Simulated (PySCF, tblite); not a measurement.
# 3-cyclohexene-1-methanol: a rotation path, then NMR shifts on frames, part 2 of 2

tblite 0.8.0 and PySCF 2.14.0. Atoms count from 0. The steps go on from the part before.

**5. Nuclear shieldings: image 4, PBE0/pcSseg-1**

What the job is given:

```
{"job": {"kind": "nmr", "xc": "PBE0", "basis": "pcSseg-1", "pop": false}, "charge": 0, "multiplicity": 1}
O     -2.838500    -1.210100     0.500800
C     -2.078500    -0.351400    -0.316600
C     -0.609300    -0.229100     0.138900
C     -0.303100     1.180200     0.648900
C      1.159500     1.397200     0.887400
C      2.103300     0.610200     0.400200
C      1.805800    -0.596100    -0.436300
C      0.378100    -0.567000    -0.977100
H     -2.418400    -2.077200     0.504700
H     -2.585400     0.615000    -0.257100
H     -2.122200    -0.690800    -1.362600
H     -0.456900    -0.935200     0.964500
H     -0.648400     1.910900    -0.090900
H     -0.855400     1.368700     1.572100
H      1.414300     2.263800     1.482100
H      3.147000     0.801100     0.610000
H      2.511400    -0.654500    -1.268900
H      1.954900    -1.491500     0.177300
H      0.136000    -1.531800    -1.428700
H      0.300700     0.198200    -1.751800
```

Method: GIAO PBE0/pcSseg-1 NMR shielding, non-relativistic, gas phase.

Standard output:

```text
coarse grid: 16128 points
cycle   1  E = -348.5552894899  dE =  1.057e+00  |g| = 6.773e-01  |ddm| = 3.922e+00
cycle   2  E = -348.5000842071  dE =  5.521e-02  |g| = 8.889e-01  |ddm| = 1.292e+00
cycle   3  E = -348.6508131314  dE = -1.507e-01  |g| = 7.118e-02  |ddm| = 7.834e-01
cycle   4  E = -348.6515870388  dE = -7.739e-04  |g| = 3.362e-02  |ddm| = 7.975e-02
cycle   5  E = -348.6518414162  dE = -2.544e-04  |g| = 7.058e-03  |ddm| = 3.766e-02
cycle   6  E = -348.6518517589  dE = -1.034e-05  |g| = 1.848e-03  |ddm| = 8.662e-03
cycle   7  E = -348.6518525270  dE = -7.681e-07  |g| = 2.877e-04  |ddm| = 1.694e-03
final grid: 154128 points
cycle   8  E = -348.7126991247  dE = -6.028e-05  |g| = 1.059e-02  |ddm| = 4.056e-02
cycle   9  E = -348.7126830715  dE =  1.605e-05  |g| = 1.381e-02  |ddm| = 2.107e-02
cycle  10  E = -348.7127254186  dE = -4.235e-05  |g| = 1.216e-03  |ddm| = 1.230e-02
cycle  11  E = -348.7127256998  dE = -2.812e-07  |g| = 2.804e-04  |ddm| = 1.196e-03
cycle  12  E = -348.7127257143  dE = -1.451e-08  |g| = 6.113e-05  |ddm| = 2.809e-04
cycle  13  E = -348.7127257149  dE = -6.287e-10  |g| = 2.676e-05  |ddm| = 7.579e-05
converged SCF energy = -348.7127257149

GIAO shielding tensors (ppm)
atom      isotropic    diamagn.    paramagn.     s11        s22        s33       span
  0 O      284.713     386.146    -101.434    233.419    275.530    345.189    111.770
  1 C      109.400     244.368    -134.968     86.489    102.506    139.207     52.718
  2 C      141.682     247.931    -106.249    106.042    154.498    164.505     58.463
  3 C      150.246     248.078     -97.832    135.880    150.566    164.291     28.411
  4 C       51.538     253.529    -201.991    -60.434     58.588    156.460    216.893
  5 C       52.763     254.440    -201.678    -60.619     57.681    161.226    221.845
  6 C      155.472     247.260     -91.788    147.463    156.980    161.974     14.511
  7 C      154.075     248.735     -94.660    145.769    153.236    163.219     17.450
  8 H       31.616      32.193      -0.577     22.880     30.744     41.224     18.344
  9 H       28.126      29.548      -1.423     24.055     29.689     30.634      6.579
 10 H       27.842      30.423      -2.580     23.053     29.902     30.571      7.518
 11 H       30.496      34.333      -3.837     27.630     29.281     34.577      6.946
 12 H       29.902      31.442      -1.540     26.040     28.897     34.768      8.728
 13 H       29.138      30.917      -1.778     24.671     28.217     34.527      9.856
 14 H       25.647      29.737      -4.090     23.398     26.374     27.168      3.770
 15 H       25.721      29.447      -3.726     23.720     26.258     27.185      3.465
 16 H       29.545      29.364       0.181     24.838     27.629     36.168     11.329
 17 H       29.403      30.318      -0.915     25.670     27.438     35.102      9.431
 18 H       30.013      32.306      -2.293     25.505     29.256     35.278      9.773
 19 H       30.581      32.425      -1.844     26.666     29.470     35.608      8.942
```

It took 27 s on 1 thread of Arm Neoverse V1, shared host; peak memory 0.91 GiB.

This run: δ C4 135.4, C5 134.2, C1 77.5, C2 45.2, H14 6.07, H15 6.00 ppm.

**6. Shielding tensors: image 6, PBE0/pcSseg-1**

What the job is given:

```
{"job": {"kind": "nmr", "xc": "PBE0", "basis": "pcSseg-1", "pop": false}, "charge": 0, "multiplicity": 1}
O     -2.917600    -0.829700     0.637900
C     -2.046300    -0.419500    -0.389700
C     -0.587600    -0.293100     0.081100
C     -0.330000     1.083800     0.696300
C      1.123400     1.332500     0.957800
C      2.094200     0.612500     0.422500
C      1.838400    -0.541200    -0.497900
C      0.414100    -0.516800    -1.049500
H     -2.606600    -1.676600     0.977500
H     -2.433200     0.547800    -0.720800
H     -2.108200    -1.117500    -1.238500
H     -0.418400    -1.060100     0.848500
H     -0.694900     1.853500     0.006700
H     -0.896100     1.190600     1.623900
H      1.348100     2.169200     1.605200
H      3.130800     0.822300     0.649100
H      2.551400    -0.517200    -1.325600
H      2.011300    -1.473900     0.050600
H      0.204600    -1.454300    -1.569400
H      0.317500     0.298200    -1.768700
```

With the program's defaults for keys left out, this is: GIAO PBE0/pcSseg-1 NMR shielding, non-relativistic, gas phase.

Standard output:

```text
coarse grid: 16128 points
cycle   1  E = -348.5581406095  dE =  1.057e+00  |g| = 6.760e-01  |ddm| = 3.924e+00
cycle   2  E = -348.5032598286  dE =  5.488e-02  |g| = 8.869e-01  |ddm| = 1.302e+00
cycle   3  E = -348.6533105902  dE = -1.501e-01  |g| = 7.145e-02  |ddm| = 7.965e-01
cycle   4  E = -348.6540899018  dE = -7.793e-04  |g| = 3.362e-02  |ddm| = 8.046e-02
cycle   5  E = -348.6543432446  dE = -2.533e-04  |g| = 7.305e-03  |ddm| = 3.784e-02
cycle   6  E = -348.6543541380  dE = -1.089e-05  |g| = 2.154e-03  |ddm| = 8.773e-03
cycle   7  E = -348.6543551764  dE = -1.038e-06  |g| = 4.958e-04  |ddm| = 2.005e-03
final grid: 154128 points
cycle   8  E = -348.7158241832  dE = -6.666e-05  |g| = 1.083e-02  |ddm| = 4.243e-02
cycle   9  E = -348.7158071977  dE =  1.699e-05  |g| = 1.415e-02  |ddm| = 2.173e-02
cycle  10  E = -348.7158515773  dE = -4.438e-05  |g| = 1.268e-03  |ddm| = 1.275e-02
cycle  11  E = -348.7158518844  dE = -3.071e-07  |g| = 3.179e-04  |ddm| = 1.302e-03
cycle  12  E = -348.7158519034  dE = -1.907e-08  |g| = 8.540e-05  |ddm| = 3.365e-04
cycle  13  E = -348.7158519046  dE = -1.206e-09  |g| = 4.647e-05  |ddm| = 1.050e-04
cycle  14  E = -348.7158519052  dE = -5.256e-10  |g| = 7.841e-06  |ddm| = 4.317e-05
converged SCF energy = -348.7158519052

GIAO shielding tensors (ppm)
atom      isotropic    diamagn.    paramagn.     s11        s22        s33       span
  0 O      287.277     386.534     -99.257    228.793    279.543    353.496    124.703
  1 C      109.105     243.997    -134.892     82.821    105.444    139.051     56.230
  2 C      141.086     247.548    -106.462    110.407    152.876    159.975     49.568
  3 C      149.716     247.817     -98.101    128.939    157.731    162.477     33.538
  4 C       51.672     253.590    -201.918    -61.142     58.162    157.997    219.139
  5 C       52.933     254.461    -201.528    -59.939     58.382    160.356    220.295
  6 C      156.062     247.249     -91.187    147.713    158.351    162.124     14.411
  7 C      156.446     248.797     -92.351    149.254    155.815    164.269     15.015
  8 H       31.869      32.011      -0.142     23.359     30.210     42.037     18.678
  9 H       28.124      29.636      -1.512     24.601     28.977     30.795      6.193
 10 H       27.746      30.395      -2.649     22.385     29.919     30.935      8.550
 11 H       30.639      34.444      -3.805     27.437     29.943     34.537      7.100
 12 H       29.877      31.386      -1.509     25.968     28.828     34.835      8.867
 13 H       28.906      30.759      -1.853     24.168     28.486     34.062      9.894
 14 H       25.615      29.820      -4.205     23.376     26.325     27.145      3.769
 15 H       25.714      29.500      -3.786     23.704     26.231     27.206      3.502
 16 H       29.558      29.319       0.239     24.844     27.593     36.238     11.395
 17 H       29.423      30.273      -0.851     25.704     27.326     35.238      9.534
 18 H       30.200      32.080      -1.881     25.539     29.270     35.790     10.250
 19 H       30.647      32.270      -1.622     26.672     29.490     35.779      9.107
```

Wall time 28 s (1 thread of Arm Neoverse V1, shared host); peak memory 0.91 GiB.

This run: δ C4 135.3, C5 134.0, C1 77.8, C2 45.8, H14 6.10, H15 6.00 ppm.

**7. Nuclear shieldings: image 8, PBE0/pcSseg-1**

What the job is given:

```
{"job": {"kind": "nmr", "xc": "PBE0", "basis": "pcSseg-1", "pop": false}, "charge": 0, "multiplicity": 1}
O     -2.952000    -0.434500     0.607900
C     -2.003900    -0.516500    -0.429500
C     -0.559200    -0.358400     0.056400
C     -0.361200     0.991200     0.748200
C      1.084600     1.261200     1.024400
C      2.073400     0.607500     0.438800
C      1.861100    -0.479700    -0.569600
C      0.429700    -0.478300    -1.101600
H     -2.753700    -1.115300     1.260700
H     -2.257000     0.294200    -1.117400
H     -2.109000    -1.470900    -0.968800
H     -0.346200    -1.157200     0.779000
H     -0.759000     1.787100     0.109600
H     -0.930300     1.023100     1.680200
H      1.292100     2.047100     1.737500
H      3.102600     0.833200     0.682000
H      2.566800    -0.355300    -1.394800
H      2.084700    -1.445000    -0.101900
H      0.240600    -1.392600    -1.668800
H      0.290700     0.369700    -1.775300
```

Method: GIAO PBE0/pcSseg-1 NMR shielding, non-relativistic, gas phase.

Standard output:

```text
coarse grid: 16128 points
cycle   1  E = -348.5631871877  dE =  1.060e+00  |g| = 6.717e-01  |ddm| = 3.929e+00
cycle   2  E = -348.5090129827  dE =  5.417e-02  |g| = 8.813e-01  |ddm| = 1.350e+00
cycle   3  E = -348.6572598009  dE = -1.482e-01  |g| = 7.191e-02  |ddm| = 8.364e-01
cycle   4  E = -348.6580463040  dE = -7.865e-04  |g| = 3.371e-02  |ddm| = 8.179e-02
cycle   5  E = -348.6583003400  dE = -2.540e-04  |g| = 7.485e-03  |ddm| = 3.851e-02
cycle   6  E = -348.6583117194  dE = -1.138e-05  |g| = 2.266e-03  |ddm| = 8.961e-03
cycle   7  E = -348.6583128690  dE = -1.150e-06  |g| = 5.395e-04  |ddm| = 2.094e-03
final grid: 154128 points
cycle   8  E = -348.7193582463  dE = -6.199e-05  |g| = 1.100e-02  |ddm| = 4.178e-02
cycle   9  E = -348.7193400157  dE =  1.823e-05  |g| = 1.453e-02  |ddm| = 2.230e-02
cycle  10  E = -348.7193862040  dE = -4.619e-05  |g| = 1.283e-03  |ddm| = 1.322e-02
cycle  11  E = -348.7193865212  dE = -3.171e-07  |g| = 2.997e-04  |ddm| = 1.330e-03
cycle  12  E = -348.7193865382  dE = -1.699e-08  |g| = 7.987e-05  |ddm| = 3.302e-04
cycle  13  E = -348.7193865392  dE = -1.038e-09  |g| = 4.308e-05  |ddm| = 9.808e-05
cycle  14  E = -348.7193865396  dE = -4.504e-10  |g| = 7.892e-06  |ddm| = 3.998e-05
converged SCF energy = -348.7193865396

GIAO shielding tensors (ppm)
atom      isotropic    diamagn.    paramagn.     s11        s22        s33       span
  0 O      296.482     387.761     -91.279    245.553    284.724    359.167    113.614
  1 C      111.790     243.084    -131.294     81.478    107.804    146.088     64.611
  2 C      143.667     248.366    -104.700    125.673    150.177    155.150     29.477
  3 C      152.370     247.690     -95.320    133.211    160.375    163.526     30.315
  4 C       51.963     253.893    -201.931    -61.126     57.520    159.495    220.622
  5 C       52.584     254.389    -201.805    -59.917     58.443    159.226    219.143
  6 C      156.834     247.048     -90.214    147.793    160.292    162.418     14.626
  7 C      158.444     248.568     -90.124    150.938    157.703    166.691     15.753
  8 H       31.945      32.137      -0.192     23.610     29.499     42.727     19.116
  9 H       28.289      29.693      -1.404     23.999     29.459     31.411      7.412
 10 H       27.623      30.048      -2.425     22.163     29.241     31.466      9.303
 11 H       30.484      34.209      -3.726     27.418     29.542     34.492      7.074
 12 H       29.929      31.212      -1.283     26.114     28.675     34.999      8.885
 13 H       29.038      31.059      -2.021     23.791     29.098     34.225     10.435
 14 H       25.579      29.999      -4.419     23.297     26.296     27.145      3.847
 15 H       25.732      29.536      -3.804     23.656     26.255     27.284      3.629
 16 H       29.567      29.188       0.380     24.862     27.538     36.302     11.440
 17 H       29.478      30.133      -0.655     25.690     27.271     35.473      9.784
 18 H       30.299      31.826      -1.527     25.452     29.461     35.984     10.532
 19 H       30.688      32.130      -1.442     26.565     29.553     35.948      9.383
```

It took 28 s on 1 thread of Arm Neoverse V1, shared host; peak memory 0.91 GiB.

This run: δ C4 135.0, C5 134.3, C1 75.1, C2 43.3, H14 6.14, H15 5.99 ppm.

**8. Run by run: NMR shifts**

Shifts (ppm) of some atoms, chosen among heavy atoms and hydrogens apart, with basis size and wall time:

```
  frame    C1    C2    C3    C7   H13     H8    O0  functions  time
image 0  73.3  40.7  31.8  29.1  1.95   0.90  31.4        196  28 s
image 2  75.2  42.9  33.8  32.4  2.19   0.51  42.1        196  28 s
image 4  77.5  45.2  36.7  32.9  2.58   0.10  51.4        196  27 s
image 6  77.8  45.8  37.2  30.5  2.81  -0.15  48.8        196  28 s
image 8  75.1  43.3  34.6  28.5  2.68  -0.23  39.6        196  28 s
```

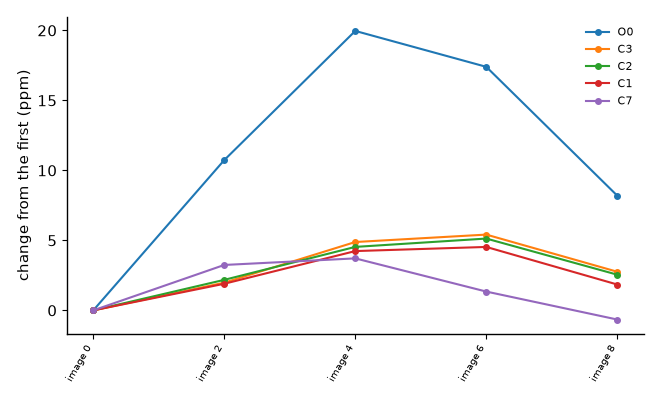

How five of the tabulated atoms move from run to run.

**9. Outcome**

What follows sums up all 2 parts.

| quantity | value |
| --- | --- |
| barrier | 0.087 eV (2.0 kcal/mol) at image 4 |
| end to end (GFN2-xTB) | -0.009 eV |
| ¹³C shifts against TMS (PBE0/pcSseg-1, image 0) | 135.1, 134.4, 73.3, 40.7, 31.8, 30.0, 29.1 ppm |
| ¹H shifts against TMS (PBE0/pcSseg-1, image 0) | 6.05, 6.04, 3.83, 3.51, 2.26, 2.22, 1.95, 1.64, 1.63, 1.57, 0.92, 0.90 ppm |
| ¹⁷O shifts against H2O (PBE0/pcSseg-1, image 0) | 31.4 ppm |
| range of the shift of O0 | 31.4 to 51.4 ppm |

Along the band the dihedral turns by 107°, and the top (dihedral 125°) lies 2.0 kcal/mol above the start (GFN2-xTB, rough), so at room temperature this motion is fast. Ends this close can change order at a higher level. The top was not checked by a frequency run. Shifts at one fixed geometry are not the observed spectrum, which averages over the motion. Across the 5 runs the shift of O0 moves most, between 31.4 (image 0) and 51.4 ppm (image 4).
